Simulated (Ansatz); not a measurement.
**ClInO···H2O: density, localisation and related maps**

Input

```
crystal:
  periodic: [false, false, false]
  atoms:
    - {symbol: In, position_ang: [-0.944266, 0.569660, 0.538377]}
    - {symbol: O, position_ang: [1.059682, -0.523143, -0.265246]}
    - {symbol: O, position_ang: [-1.503646, -1.143320, 0.105967]}
    - {symbol: H, position_ang: [0.348718, -1.203285, -0.374668]}
    - {symbol: Cl, position_ang: [-0.475713, 2.719892, 1.101063]}
    - {symbol: H, position_ang: [1.515324, -0.419805, -1.105491]}
basis:
  gaussian: {orbitals: def2-TZVPP}
hamiltonian: {xc: pbe0, dispersion: d4}
output: {orbitals: {seedname: orbitals}}
```

Launched as:

```sh
ansatz run in.yaml --threads 4 --pin off --events-out ev --progress --plain --max-ram 9574MiB
```

The product side of a reaction path; geometry: PBE0-D4/def2-TZVP; core potentials replace the inner electrons of In.

The calculation used RKS PBE0-D4/def2-TZVPP (Ansatz).

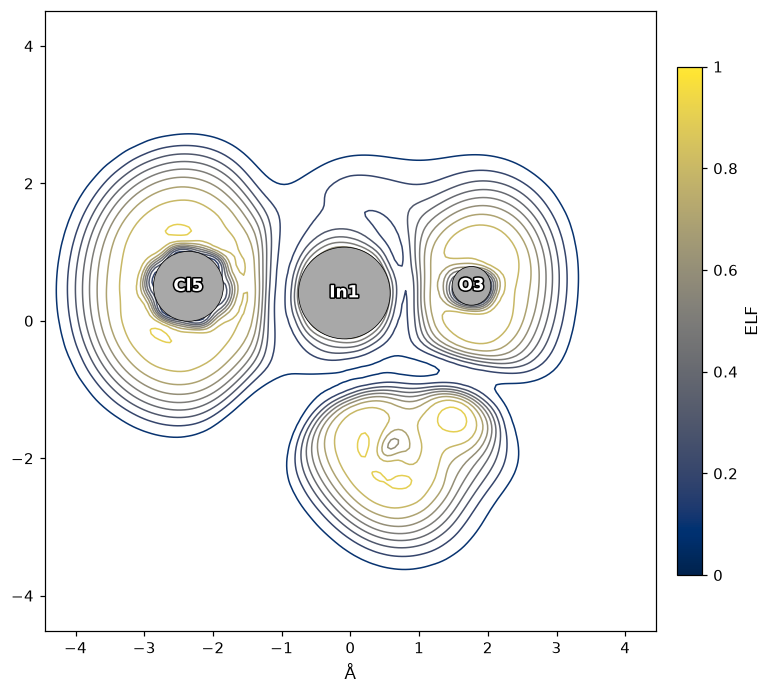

Figure 1. ELF on the plane of atoms O3, In1 and Cl5. Grey discs cover the atomic cores.

**Read the bonding off the picture.**

The section cuts through In, O and Cl sites. In–O (1.85 Å): the ELF peaks at about 0.70 in the valence shell of O, 0.6 Å from its nucleus, and drops to about 0.20 between the two atoms. In–Cl (2.27 Å): the ELF peaks at about 0.80 in the valence shell of Cl, 0.8 Å from its nucleus, and drops to about 0.15 between the two atoms. The ELF also peaks beside O2, Cl5 and O3, away from the bonds: lone-pair regions.

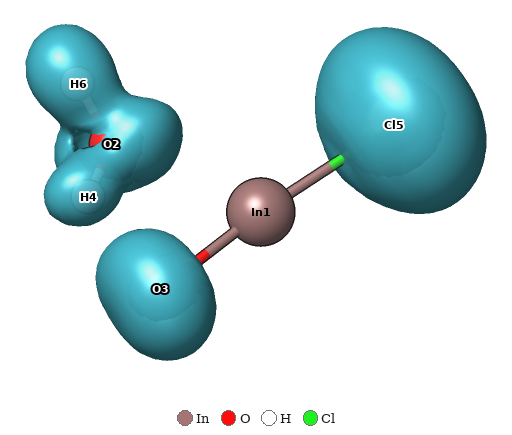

Figure 2. Isosurface of the ELF at 0.75 (cyan), seen at an oblique angle. Only the valence region is drawn (cores and ρ < 0.01 e/Å³ removed).

**Where are the electrons localised?**

The surface consists of one region wrapped around Cl (its valence shell), one region wrapped around O (its valence shell) and one joined region spread over several atoms (H, O), in which their bonds and any lone pairs are merged. Profiles from the grid: In1···O2 (2.42 Å): the ELF dips to about 0.10 between them.

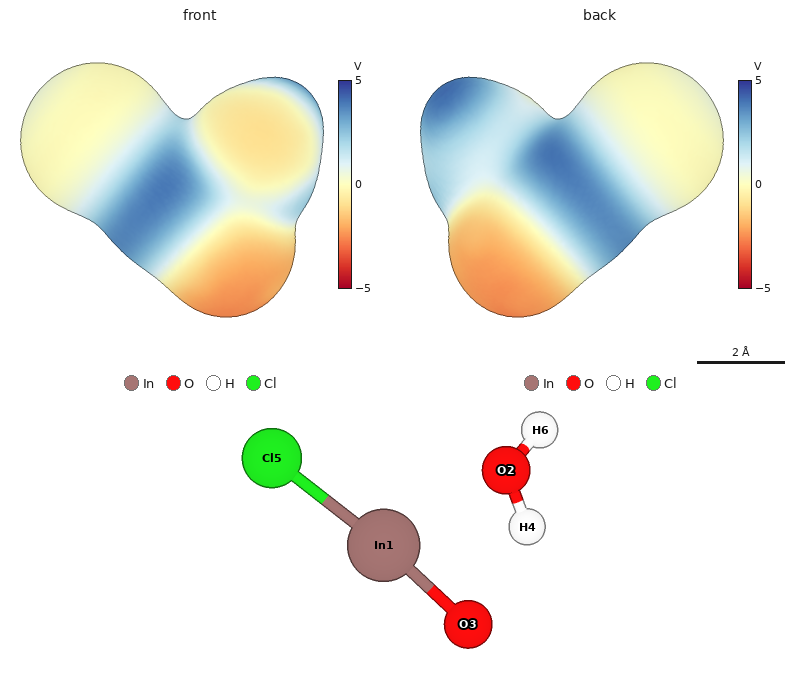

Figure 3. The molecular electrostatic potential painted on the density surface at 0.004 e/bohr³, seen from the front and from behind; red is negative and blue positive. The bare structure is drawn below in the same view.

**Describe the electrostatic potential map.**

The most negative region (about −2.6 V) lies over O3, the most positive (about +4.0 V) over In1 and H6. Cl5 shows a σ-hole: about +0.5 V at the tip opposite its bond, against about 0.0 V on its flanks. O3 is the likeliest acceptor of a hydrogen bond.

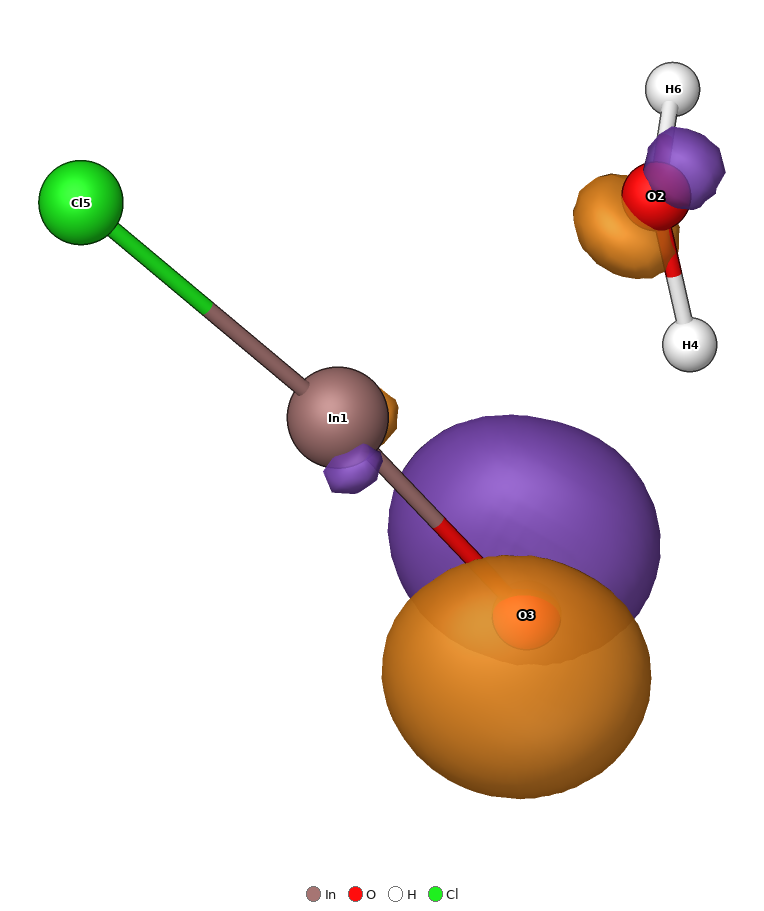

Figure 4. The HOMO at ±0.2 Å⁻³ᐟ² (orange and purple are the two phases), seen at a tilt.

**What is the character of this orbital?**

Its weight (Hirshfeld) is mainly on O3 (about 80 %) and In1 (about 15 %); largely a lone pair of O3. Its energy is −7.37 eV.
